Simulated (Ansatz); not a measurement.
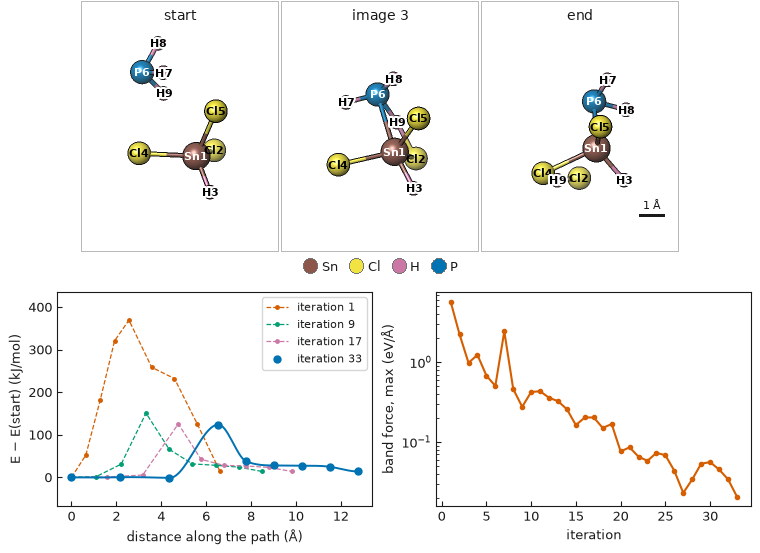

NEB run on SnPH4Cl3, made up at the start of SnHCl3 and PH3. Images are numbered from 0 (start) to 8 (end). The plot follows the band through its iterations. The picture is a ball-and-stick view, seen from a free direction.

These are results of RKS PBE-D4/def2-SVP (Ansatz 0.2.0), not measurements. Settings: 7 movable images; climbing image; force threshold 0.03 eV/Å; iteration limit 60; starting path through a guess of the saddle point.

Did the band converge, and can the barrier be trusted?

Answer. The result is final at these settings. The band converged in 33 iterations. The largest component of the band force went from 5.8 to 0.021 eV/Å. The climbing image converged on the top of the path. Its vibrational analysis gives one imaginary mode (540i cm⁻¹), as a transition state must have. The first iteration put the highest image at 369.2 kJ/mol. Forward barrier 123.9 kJ/mol, backward barrier 110.0 kJ/mol, with image 3 at the top; the reaction energy is +13.9 kJ/mol. Image 2 lies below both ends, at −1.3 kJ/mol, which points to an intermediate minimum that so few images don't resolve.

Limits of the set-up: the start holds two separate molecules, 3.1 Å apart at their closest, whose relative position is a soft coordinate.

The run took 5.2 min on 4 threads of Arm Neoverse V1, with other jobs on the host, peak memory 0.19 GiB.
